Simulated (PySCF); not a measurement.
# CHFO (formyl fluoride): levels of theory compared

We compute a comparison of 6 runs (B3LYP/STO-3G, M06-2X/STO-3G, r2SCAN/STO-3G, MP2/STO-3G, BCCD(T)/STO-3G, NEVPT2(2,2)/STO-3G) of CHFO (formyl fluoride). 

Program for the calculation: PySCF 2.14.0.

2 further runs of the same task are left out: 2 set aside as unsound or not needed.

## 1. Starting point

CHFO: 4 atoms, total charge 0, spin state singlet. As SMILES, `O=CF`. The shape is that of a GFN2-xTB optimisation.

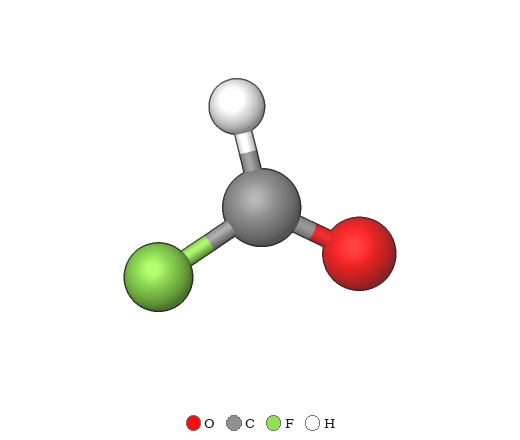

Viewed from a chosen angle; oxygen red, carbon grey, fluorine green, hydrogen white.

## 2. The energy at B3LYP/STO-3G (run 1)

calc.py

```python
from pyscf import gto, dft

mol = gto.M(
    atom='''
O     -1.681252     0.370424     1.568435
C     -0.093995     0.138593     0.043331
F      1.104299    -2.061427    -0.342702
H      0.670947     1.552429    -1.269064
''',
    spin=0,
    unit='bohr',
    charge=0,
    max_memory=1860,
    verbose=4,
    basis='sto-3g',
)

calc0 = dft.RKS(mol)
calc0.xc = 'b3lyp'
calc0.grids.level = 5
calc0.conv_tol = 1e-10
calc0.kernel()
if not calc0.converged:
    calc0 = calc0.newton().run(calc0.mo_coeff, calc0.mo_occ)

e_final = calc0.e_tot
print('E = %.10f Eh' % e_final)
```

Started as:

```sh
$ OMP_NUM_THREADS=1 python calc.py
```

Output:

```text
PySCF version 2.14.0

[INPUT] num. atoms = 4
[INPUT] num. electrons = 24
[INPUT] charge = 0
[INPUT] spin (= nelec alpha-beta = 2S) = 0
[INPUT] symmetry False subgroup None
[INPUT] Mole.unit = bohr
[INPUT] Symbol           X                Y                Z      unit          X                Y                Z       unit  Magmom
[INPUT]  1 O     -0.889680244214   0.196019939178   0.829980058809 AA   -1.681252000000   0.370424000000   1.568435000000 Bohr   0.0
[INPUT]  2 C     -0.049740011940   0.073340257193   0.022929777726 AA   -0.093995000000   0.138593000000   0.043331000000 Bohr   0.0
[INPUT]  3 F      0.584369864842  -1.090860190375  -0.181350088537 AA    1.104299000000  -2.061427000000  -0.342702000000 Bohr   0.0
[INPUT]  4 H      0.355049862135   0.821510048371  -0.671559747999 AA    0.670947000000   1.552429000000  -1.269064000000 Bohr   0.0

nuclear repulsion = 67.6421681777879
number of shells = 10
number of NR pGTOs = 48
number of NR cGTOs = 16
basis = sto-3g
ecp = {}

******** <class 'pyscf.dft.rks.RKS'> ********
method = RKS
initial guess = minao
damping factor = 0
level_shift factor = 0
DIIS = <class 'pyscf.scf.diis.CDIIS'>
diis_start_cycle = 1
diis_space = 8
diis_damp = 0
SCF conv_tol = 1e-10
SCF conv_tol_grad = None
SCF max_cycles = 50
direct_scf = True
direct_scf_tol = 1e-13
XC library pyscf.dft.libxc version 7.0.0
    S. Lehtola, C. Steigemann, M. J.T. Oliveira, and M. A.L. Marques.,  SoftwareX 7, 1–5 (2018)
XC functionals = b3lyp
    P. J. Stephens, F. J. Devlin, C. F. Chabalowski, and M. J. Frisch.,  J. Phys. Chem. 98, 11623 (1994)
radial grids:
    Treutler-Ahlrichs [JCP 102, 346 (1995); DOI:10.1063/1.469408] (M4) radial grids

becke partition: Becke, JCP 88, 2547 (1988); DOI:10.1063/1.454033
pruning grids: <function nwchem_prune>
grids dens level: 5
symmetrized grids: False
atomic radii adjust function: <function treutler_atomic_radii_adjust>
small_rho_cutoff = 0
Set gradient conv threshold to 1e-05
Initial guess from minao.
tot grids = 153376
init E= -211.234220219364
  HOMO = -0.330248970565524  LUMO = 0.00521233542060517  gap/eV = 9.12837
cycle= 1 E= -210.563893919909  delta_E= 0.67  |g|= 0.766  |ddm|= 2.71
  HOMO = -0.068060536137569  LUMO = 0.136072029383871  gap/eV = 5.55473
cycle= 2 E= -210.164906263666  delta_E= 0.399  |g|= 1.51  |ddm|= 2.39
  HOMO = -0.174019113835691  LUMO = 0.079446276213496  gap/eV = 6.89714
cycle= 3 E= -210.718322904345  delta_E= -0.553  |g|= 0.335  |ddm|= 1.72
  HOMO = -0.186146459148714  LUMO = 0.0977239100230486  gap/eV = 7.72451
cycle= 4 E= -210.752345861149  delta_E= -0.034  |g|= 0.0679  |ddm|= 0.49
  HOMO = -0.1955234160425  LUMO = 0.0949763558689738  gap/eV = 7.90490
cycle= 5 E= -210.753655587046  delta_E= -0.00131  |g|= 0.00549  |ddm|= 0.0764
  HOMO = -0.196080877526552  LUMO = 0.0950158715764456  gap/eV = 7.92115
cycle= 6 E= -210.753663502301  delta_E= -7.92e-06  |g|= 0.000508  |ddm|= 0.00581
  HOMO = -0.196101410557071  LUMO = 0.0950357929226313  gap/eV = 7.92225
cycle= 7 E= -210.753663572977  delta_E= -7.07e-08  |g|= 3.07e-05  |ddm|= 0.000596
  HOMO = -0.196109190553157  LUMO = 0.095026070978692  gap/eV = 7.92219
cycle= 8 E= -210.753663573289  delta_E= -3.12e-10  |g|= 8.35e-06  |ddm|= 4.92e-05
  HOMO = -0.196108381138513  LUMO = 0.0950260540545658  gap/eV = 7.92217
cycle= 9 E= -210.753663573309  delta_E= -2.02e-11  |g|= 3.73e-07  |ddm|= 1.03e-05
  HOMO = -0.196108366154224  LUMO = 0.0950259967514053  gap/eV = 7.92217
Extra cycle  E= -210.753663573309  delta_E= 3.41e-13  |g|= 4.11e-07  |ddm|= 9.51e-07
converged SCF energy = -210.753663573309
E = -210.7536635733 Eh
```

Run time: 2.4 s. Hardware: 1 thread of Arm Neoverse V1, shared host; peak memory 0.18 GiB.

## 3. A single-point energy at M06-2X/STO-3G (run 2)

input.py

```python
from pyscf import gto, dft

mol = gto.M(
    atom='''
O   -0.889680   0.196020   0.829980
C   -0.049740   0.073340   0.022930
F    0.584370  -1.090860  -0.181350
H    0.355050   0.821510  -0.671560
''',
    verbose=3,
    charge=0,
    basis='sto-3g',
    max_memory=1860,
)

ks = dft.RKS(mol)
ks.xc = 'm06-2x'
ks.conv_tol = 1e-10
ks.grids.level = 5
ks.kernel()
if not ks.converged:
    ks = ks.newton().run(ks.mo_coeff, ks.mo_occ)

e_final = ks.e_tot
print('Final energy', e_final)
```

Started as:

```sh
$ OMP_NUM_THREADS=1 python input.py
```

Output:

```text
converged SCF energy = -210.768994716021
Final energy -210.76899471602127
```

Run time: 3 s. Hardware: 1 thread of Arm Neoverse V1, shared host; peak memory 0.19 GiB.

Runs 3 to 5 aren't shown in full; the table further down has their settings and results.

## 4. The energy at NEVPT2(2,2)/STO-3G (run 6)

start.xyz

```xyz
4

O     -0.889680     0.196020     0.829980
C     -0.049740     0.073340     0.022930
F      0.584370    -1.090860    -0.181350
H      0.355050     0.821510    -0.671560
```

run.py

```python
import numpy
from pyscf import gto, scf, mp, mcscf, mrpt

system = gto.M(
    atom='start.xyz',
    verbose=4,
    max_memory=1860,
    charge=0,
    spin=0,
    basis='sto-3g',
)

mf = scf.RHF(system)
mf.conv_tol = 1e-10
mf.kernel()
if not mf.converged:
    mf = mf.newton().run(mf.mo_coeff, mf.mo_occ)

pt = mp.MP2(scf.addons.convert_to_uhf(mf)).run()
noons, natorbs = mcscf.addons.make_natural_orbitals(pt)
print('natural occupations', numpy.round(noons[:40], 4))
cas = mcscf.CASSCF(mf, 2, 2)
cas.fix_spin_(ss=0.0)
cas.natorb = True
cas.kernel(natorbs)
e_pt2 = mrpt.NEVPT(cas).kernel()
energy = cas.e_tot + e_pt2
print('E = %.10f Eh' % energy)
```

Started as:

```sh
$ OMP_NUM_THREADS=1 python run.py
```

Output:

```text
PySCF version 2.14.0

[INPUT] num. atoms = 4
[INPUT] num. electrons = 24
[INPUT] charge = 0
[INPUT] spin (= nelec alpha-beta = 2S) = 0
[INPUT] symmetry False subgroup None
[INPUT] Mole.unit = angstrom
[INPUT] Symbol           X                Y                Z      unit          X                Y                Z       unit  Magmom
[INPUT]  1 O     -0.889680000000   0.196020000000   0.829980000000 AA   -1.681251538503   0.370424114937   1.568434888867 Bohr   0.0
[INPUT]  2 C     -0.049740000000   0.073340000000   0.022930000000 AA   -0.093994977436   0.138592513976   0.043331420036 Bohr   0.0
[INPUT]  3 F      0.584370000000  -1.090860000000  -0.181350000000 AA    1.104299255412  -2.061426640243  -0.342701832690 Bohr   0.0
[INPUT]  4 H      0.355050000000   0.821510000000  -0.671560000000 AA    0.670947260527   1.552428908591  -1.269064476213 Bohr   0.0

nuclear repulsion = 67.6421796964721
number of shells = 10
number of NR pGTOs = 48
number of NR cGTOs = 16
basis = sto-3g
ecp = {}

[... 39 lines left out ...]
converged SCF energy = -209.826652032091
[... 32 lines left out ...]
sorting_mo_energy = False
[... 18 lines left out ...]
1-step CASSCF converged in   2 macro ( 12 JK   5 micro) steps
[... 2 lines left out ...]
Natural orbital (expansion on meta-Lowdin AOs) in CAS space
[... 9 lines left out ...]
CASSCF energy = -209.870201987977
[... 2 lines left out ...]
******** <class 'pyscf.mrpt.nevpt2.NEVPT'> ********
NEVPT2 (1e+1e, 2o), ncore = 11, nvir = 3
root = 0
Natural occ [1.89958108 0.10041892]
Natural orbital (expansion on meta-Lowdin AOs) in CAS space
               #1        #2
0 O 1s          -0.00000   0.00000
0 O 2s           0.00002  -0.00001
0 O 2px         -0.51575  -0.45672
[... 12 lines of this table left out ...]
3 H 1s          -0.00001  -0.00005
<CAS-nat-orb|mo-hf>  12     9       -0.51721389
<CAS-nat-orb|mo-hf>  12     11       0.85536875
<CAS-nat-orb|mo-hf>  13     13       0.99956806
Sr    (-1)',   E = -0.00000000000006
Si    (+1)',   E = -0.00000000000018
Sijrs (0)  ,   E = -0.04851170703927
Sijr  (+1) ,   E = -0.00965753862275
Srsi  (-1) ,   E = -0.00008689743187
Srs   (-2) ,   E = -0.00026423299967
Sij   (+2) ,   E = -0.00209636460618
Sir   (0)' ,   E = -0.02954886803129
Nevpt2 Energy = -0.090165608731277
E = -209.9603675967 Eh
```

Wall time 0.88 s (1 thread of Arm Neoverse V1, shared host); peak memory 0.12 GiB.

## 5. All runs side by side

```csv
run,level,integration grid,frozen core orbitals,energy (Eh),dipole moment (D) of the reference,HOMO energy (eV),LUMO energy (eV),wall time
1,B3LYP/STO-3G,5,–,-210.753664,1.32,-5.34,2.59,2.4 s
2,M06-2X/STO-3G,5,–,-210.768995,1.33,-7.43,4.22,3 s
3,r2SCAN/STO-3G,5,–,-210.707883,1.33,-4.21,1.82,3 s
4,MP2/STO-3G,–,3,-209.957730,1.47,-10.52,7.91,0.74 s
5,BCCD(T)/STO-3G,–,3,-209.985124,–,–,–,1 s
6,"NEVPT2(2,2)/STO-3G",–,–,-209.960368,1.47,-10.52,7.91,0.88 s
```

## 6. Summary of results

| quantity | value |
| --- | --- |
| run 6: total energy | -209.96037 Eh |
| run 6: dipole moment (Hartree–Fock density) | 1.47 D |
| run 6: HOMO energy (Hartree–Fock orbitals) | -10.52 eV |
| run 6: LUMO energy (Hartree–Fock orbitals) | 7.91 eV |
| run 6: HOMO–LUMO gap (Hartree–Fock orbitals) | 18.43 eV |

What this shows: Over runs 1, 2, 3 the dipole moment (its size) runs from 1.32 D (B3LYP/STO-3G) to 1.33 D (r2SCAN/STO-3G). Over runs 1, 2, 3 the HOMO–LUMO gap runs from 6.03 eV (r2SCAN/STO-3G) to 11.65 eV (M06-2X/STO-3G). Totals of different functionals can't be ranked against each other. In runs 1, 2, 3, 4, 5, 6 the basis is minimal, so the values are rough. All runs together took 11 s, the longest 3 s.
